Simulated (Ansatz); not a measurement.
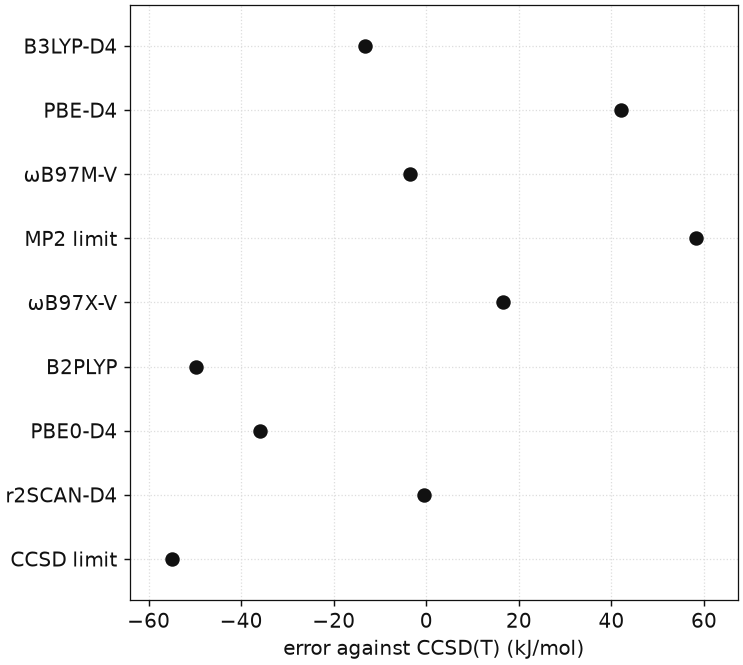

Error in the electronic atomisation energy (method less reference, so positive means overbinding) of CH₅FOSi₂, SMILES O=C[Si@@H](F)[SiH3]: functionals in def2-TZVPP against frozen-core CCSD(T) at the limit (MP2 extrapolated from triple and quadruple zeta, plus CCSD(T) less MP2 in a smaller set), which gives 3547.7 kJ/mol, at a PBE0-D4/def2-TZVP geometry (no frequency check), no zero-point or spin-orbit term, the Ansatz code. The reference leaves out core correlation, a term that grows with the number of heavy atoms. B2PLYP holds a correlation term that converges slowly with the basis, so part of the distance to the limit is basis error. No dispersion term is added to B2PLYP. Limit means the basis limit.

What range do the values span?

Answer. From −55.0 kJ/mol (CCSD limit) to 58.2 kJ/mol (MP2 limit).

Give the values.

Answer.
```
     level  kJ/mol
  B3LYP-D4   −13.3
    PBE-D4    42.0
   ωB97M-V    −3.6
 MP2 limit    58.2
   ωB97X-V    16.7
    B2PLYP   −49.8
   PBE0-D4   −35.9
 r2SCAN-D4    −0.5
CCSD limit   −55.0
```

Caveats, for all or some of the runs: one conformer of a flexible molecule.
